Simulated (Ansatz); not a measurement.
# CH11NOSi2: molecular dynamics, part 2 of 2

Purpose: to let a guess near a reaction's saddle point go and see which way it falls. Runs: 150 steps of 0.5 fs at constant energy, with velocities drawn for 600 K; 150 steps of 0.5 fs at constant energy, with velocities drawn for 300 K. Reaction type: exchange4.

Ansatz 0.2.0; UKS BHLYP/STO-3G. The steps go on from the part before.

### Step 8. What the atoms did

One step in 6; energies are changes from step 0:

| time (fs) | T (K) | potential energy change (meV/atom) | total energy change (meV/atom) | Si1–Si8 (Å) | H7–O2 (Å) | Si1–O2 (Å) |
| --- | --- | --- | --- | --- | --- | --- |
| 0.0 | 300 | 0.0 | 0.00 | 2.60 | 1.28 | 2.07 |
| 3.0 | 648 | -39.7 | -0.34 | 2.59 | 1.06 | 2.07 |
| 6.0 | 877 | -65.9 | -0.66 | 2.58 | 0.93 | 2.05 |
| 9.0 | 619 | -35.9 | 0.19 | 2.54 | 1.20 | 2.03 |
| 12.0 | 1074 | -88.3 | -0.82 | 2.49 | 1.05 | 2.05 |
| 15.0 | 1239 | -107.4 | -1.15 | 2.43 | 0.91 | 2.09 |
| 18.0 | 1044 | -84.0 | 0.21 | 2.36 | 1.21 | 2.14 |
| 21.0 | 1317 | -116.1 | -1.11 | 2.28 | 1.02 | 2.21 |
| 24.0 | 1173 | -100.1 | -1.39 | 2.21 | 0.93 | 2.27 |
| 27.0 | 987 | -77.5 | 0.22 | 2.16 | 1.20 | 2.33 |
| 30.0 | 1380 | -123.5 | -1.31 | 2.13 | 0.99 | 2.39 |
| 33.0 | 1094 | -90.9 | -1.09 | 2.11 | 0.98 | 2.45 |
| 36.0 | 875 | -64.9 | 0.23 | 2.12 | 1.19 | 2.53 |
| 39.0 | 1456 | -131.9 | -1.13 | 2.14 | 0.95 | 2.64 |
| 42.0 | 1464 | -132.6 | -0.93 | 2.17 | 1.01 | 2.76 |
| 45.0 | 1124 | -93.0 | 0.13 | 2.20 | 1.19 | 2.87 |
| 48.0 | 1444 | -130.1 | -0.67 | 2.24 | 0.95 | 2.97 |
| 51.0 | 1349 | -119.3 | -0.65 | 2.28 | 1.04 | 3.07 |
| 54.0 | 984 | -77.3 | 0.13 | 2.32 | 1.17 | 3.17 |
| 57.0 | 1264 | -109.2 | -0.20 | 2.35 | 0.92 | 3.27 |
| 60.0 | 1343 | -118.5 | -0.54 | 2.38 | 1.07 | 3.37 |
| 63.0 | 1015 | -80.7 | 0.14 | 2.41 | 1.16 | 3.46 |
| 66.0 | 1182 | -99.3 | 0.37 | 2.42 | 0.89 | 3.55 |
| 69.0 | 1462 | -131.9 | -0.54 | 2.43 | 1.12 | 3.63 |
| 72.0 | 1015 | -80.7 | 0.15 | 2.41 | 1.20 | 3.71 |
| 75.0 | 999 | -78.9 | 0.15 | 2.38 | 0.88 | 3.80 |

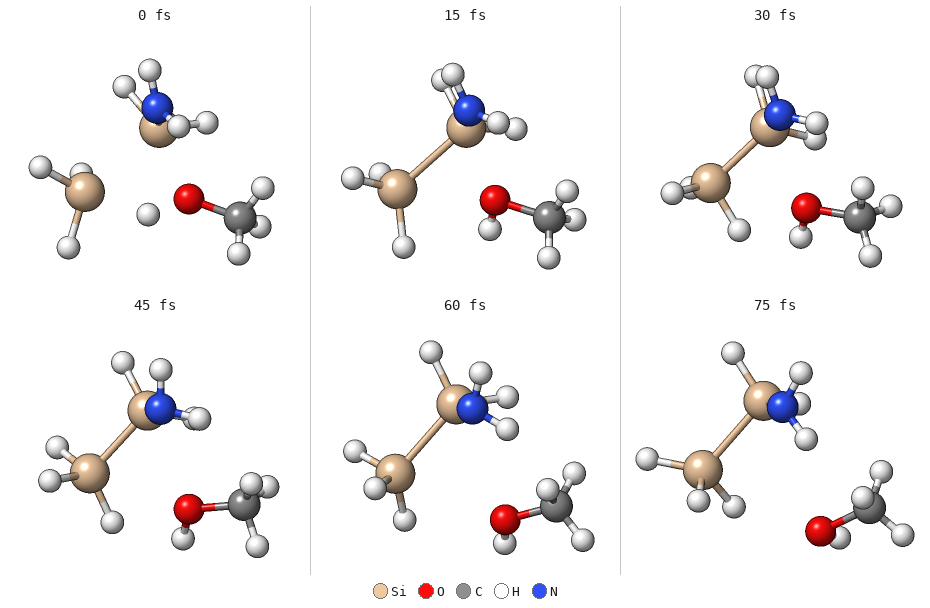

Six frames of the run, seen from a chosen angle. Sticks join atoms within a bonding distance in each frame.

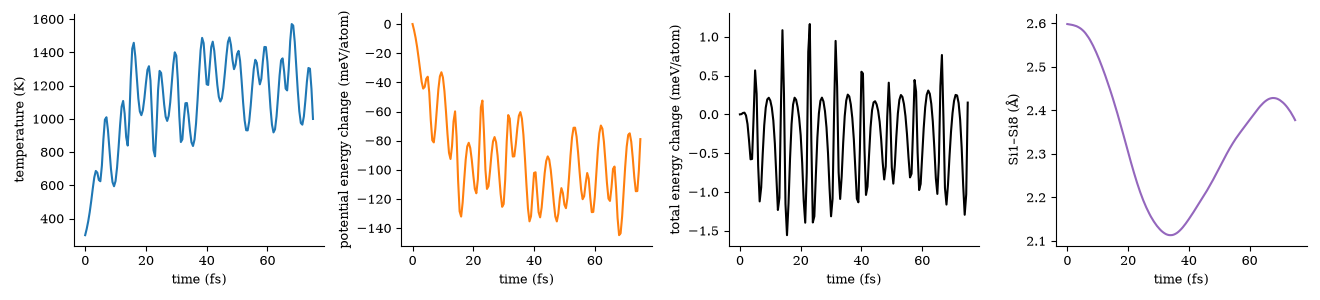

Traces against time; each panel has its own scale.

Bonds that form or break, judged by distance (formed within 1.15 times the sum of covalent radii and held on average over 12 fs, broken when stretched by half; pairs already stretched at the start don't count as bonds):

| time (fs) | bond | event |
| --- | --- | --- |
| 3.0 | O2–H7 | forms |
| 13.0 | Si1–Si8 | forms |

### Step 9. Snapshots as a file

Positions (Å) and forces (eV/Å):

```xyz
16
time_fs=12.5 T=1108 dE=-1.4814
Si   -0.337    1.094   -0.029   -0.278    1.012    3.100
O     0.025   -0.886   -0.431   -0.454   -3.612   -2.597
C    -0.350   -1.755   -1.584    0.576    1.528   -3.228
H    -1.620    0.804   -0.684    0.746    0.131    0.238
H    -0.584    2.443    0.536    0.178   -0.688   -0.691
N     1.085    1.390   -0.988    0.042    0.079   -0.494
H    -0.346   -1.574    0.168   -0.026    0.484    2.689
Si    0.067    0.118    2.215   -0.735    1.198   -0.242
H     0.036   -1.207   -2.517   -0.948   -1.056    1.321
H    -1.470   -1.942   -1.689    1.456    0.575    0.382
H     0.160   -2.746   -1.567   -0.172    0.643    0.421
H     1.304    0.786   -1.805    0.019    0.683    0.576
H     1.489    2.353   -1.080   -0.646   -1.197   -0.045
H     0.134   -1.309    2.650   -0.070    1.177   -0.804
H     1.277    0.747    2.718   -0.275   -0.409   -0.161
H    -0.977    0.712    3.068    0.588   -0.548   -0.465
16
time_fs=25.0 T=1276 dE=-1.7793
Si   -0.327    1.135    0.140   -0.647    1.577   -3.957
O     0.017   -1.062   -0.415    0.853    0.617    2.429
C    -0.269   -1.705   -1.642   -1.584   -2.755    0.719
H    -1.495    0.651   -0.593    0.088    0.275    0.839
H    -0.677    2.562    0.192    0.247   -0.618    0.802
N     1.035    1.295   -0.982   -0.102   -0.049    1.497
H    -0.349   -1.565    0.437    0.502    0.196   -3.404
Si    0.053    0.216    2.095   -0.059   -1.019    1.811
H     0.209   -1.244   -2.506    0.527    0.356    0.155
H    -1.368   -1.692   -1.824    0.357   -0.211   -0.264
H     0.061   -2.776   -1.522   -0.351    0.784   -0.914
H     1.169    0.869   -1.894   -0.471   -0.587   -0.152
H     1.378    2.244   -1.027    0.367    0.792   -0.195
H    -0.079   -1.210    1.750   -0.069    0.736    1.629
H     1.387    0.347    2.611   -0.095    0.146   -0.152
H    -0.858    0.539    3.202    0.437   -0.240   -0.844
16
time_fs=37.5 T=1272 dE=-1.7644
Si   -0.334    1.242    0.186   -2.438    2.065    1.303
O     0.075   -1.240   -0.393   -3.021   -4.430    0.963
C    -0.235   -1.744   -1.754    1.805    1.393    1.178
H    -1.645    0.680   -0.079    0.444    0.435   -1.013
H    -0.612    2.614    0.615    0.157   -0.389   -0.780
N     0.996    1.218   -0.902    0.536    0.192   -1.992
H    -0.514   -1.989    0.191    2.378    3.214   -1.885
Si    0.059    0.280    2.042   -1.085   -3.375    3.326
H     0.478   -1.237   -2.381    0.392    0.520   -0.838
H    -1.218   -1.481   -2.078   -1.373    0.122   -0.302
H    -0.035   -2.787   -1.912   -0.150   -1.230    0.286
H     0.644    0.729   -1.746    0.634   -0.095   -0.272
H     1.289    2.154   -1.270   -0.350   -0.332    0.465
H    -0.409   -1.122    1.976    0.614    0.958   -0.128
H     1.426    0.167    2.382    0.481    0.246    0.466
H    -0.801    0.604    3.196    0.976    0.707   -0.775
16
time_fs=50.0 T=1389 dE=-1.9824
Si   -0.414    1.414    0.237    0.848   -0.829   -1.961
O     0.113   -1.503   -0.433    2.206    1.880   -2.984
C    -0.153   -1.747   -1.855    0.443    0.884   -1.574
H    -1.613    1.096   -0.546    0.266    0.033    0.882
H    -0.476    2.854    0.500    0.110   -0.818    0.004
N     0.973    1.145   -0.938   -0.585    1.558    0.533
H    -0.584   -2.084   -0.177   -3.126   -2.552    2.841
Si    0.078    0.251    2.120   -1.280    1.067   -0.033
H     0.662   -1.314   -2.515   -0.957   -0.691    1.012
H    -1.131   -1.326   -2.208    0.703    0.254    0.514
H    -0.269   -2.819   -2.076    0.586   -0.141    0.100
H     0.700    0.528   -1.741   -0.139    0.561    0.478
H     1.095    2.105   -1.365    0.220   -0.867   -0.222
H    -0.505   -1.099    2.309    0.275    1.380    0.127
H     1.448    0.266    2.401    1.071   -0.553   -0.330
H    -0.284    1.351    2.997   -0.642   -1.167    0.613
16
time_fs=62.5 T=937 dE=-1.1485
Si   -0.441    1.536    0.226    1.258   -0.125    0.458
O     0.119   -1.779   -0.540   -0.854   -0.858    5.051
C    -0.082   -1.779   -1.962   -2.453   -1.898   -0.602
H    -1.744    1.407   -0.447    0.612   -0.192    0.635
H    -0.258    2.960    0.496   -0.296   -0.645    0.093
N     0.901    1.173   -0.928   -1.052   -0.530    2.099
H    -0.642   -2.255    0.220    2.467    1.762   -5.302
Si    0.097    0.294    2.209   -2.992    0.908   -0.017
H     0.875   -1.434   -2.392   -0.121   -0.046    0.220
H    -0.896   -1.030   -2.266    0.884   -1.415   -0.003
H    -0.267   -2.846   -2.390   -0.081    2.164    0.529
H     0.604    0.389   -1.501    0.120   -0.699   -0.569
H     1.130    1.910   -1.579    0.024    1.284   -0.779
H    -0.733   -0.809    2.736    0.581    0.263   -1.407
H     1.420   -0.119    2.018    0.963   -0.259    0.313
H    -0.158    1.110    3.392    0.939    0.285   -0.720
16
time_fs=75.0 T=999 dE=-1.2630
Si   -0.399    1.620    0.263   -0.886   -0.256    4.804
O     0.146   -2.044   -0.594    7.780    2.806   -3.046
C    -0.031   -1.851   -2.051    2.450    0.193   -0.012
H    -1.819    1.382    0.069    0.394    0.083   -0.676
H    -0.262    3.006    0.655   -0.031   -0.174   -0.698
N     0.777    1.211   -0.875    1.159    0.122   -3.437
H    -0.707   -2.277   -0.593   -9.852   -3.163    3.037
Si    0.074    0.391    2.243   -0.706    0.034   -2.189
H     0.951   -1.643   -2.485    0.091    0.105   -0.234
H    -0.691   -1.020   -2.300   -0.355    0.300    0.098
H    -0.410   -2.747   -2.545   -0.212   -0.367   -0.003
H     0.786    0.243   -1.281   -0.064    0.948    0.737
H     0.854    1.881   -1.700   -0.054   -1.014    1.145
H    -0.962   -0.656    2.239    0.281    1.046    1.088
H     1.179   -0.416    1.999    1.190   -0.645   -0.524
H     0.560    1.061    3.435   -1.183   -0.016   -0.090
```

On run 2: At the last frame the bonds meant to form are there and those meant to break are gone: it fell to the products. The temperature starts at 300 K and averages 1247 K in the second half, where it ranges from 918 to 1570 K; the start was no minimum (force components up to 5.6 eV/Å), and the potential energy that it sheds (107 meV/atom) turns into motion, which in so few atoms is no thermal temperature. The total energy strays from its start by at most 1.56 meV/atom, 1.2 % of the mean kinetic energy, so a step of 0.5 fs is short enough over this time. Bonds change: the first event comes at 3.0 fs (O2–H7 forms). By that distance rule the pieces at the end are H7NSi2 + CH4O; a long dative bond can count as broken.

### Step 10. What came out

This closing draws on all 2 parts.

| quantity | value |
| --- | --- |
| run 1: length | 150 steps of 0.5 fs |
| run 1: temperature, first and last step | 600 and 1293 K |
| run 1: temperature, second half | mean 1422 K, from 1071 to 1749 K |
| run 1: potential energy, second half | -93 meV/atom from this run's first step |
| run 1: largest change of the total energy | 1.13 meV/atom |
| run 1: bonds formed or broken | 4 |
| run 2: length | 150 steps of 0.5 fs |
| run 2: temperature, first and last step | 300 and 999 K |
| run 2: temperature, second half | mean 1247 K, from 918 to 1570 K |
| run 2: potential energy, second half | -107 meV/atom from this run's first step |
| run 2: largest change of the total energy | 1.56 meV/atom |
| run 2: bonds formed or broken | 2 |

In words: Mean temperatures of the second halves: 1422 K, 1247 K. Bonds changed in run 1, run 2. Run 1: at the last frame the bonds meant to form are there and those meant to break are gone: it fell to the products. Run 2: at the last frame the bonds meant to form are there and those meant to break are gone: it fell to the products. A run of 75 fs with 16 atoms shows the motion but fixes no equilibrium value. The nuclei move classically, without zero-point motion, which matters most for hydrogen. The basis is very small, so the numbers are rough.
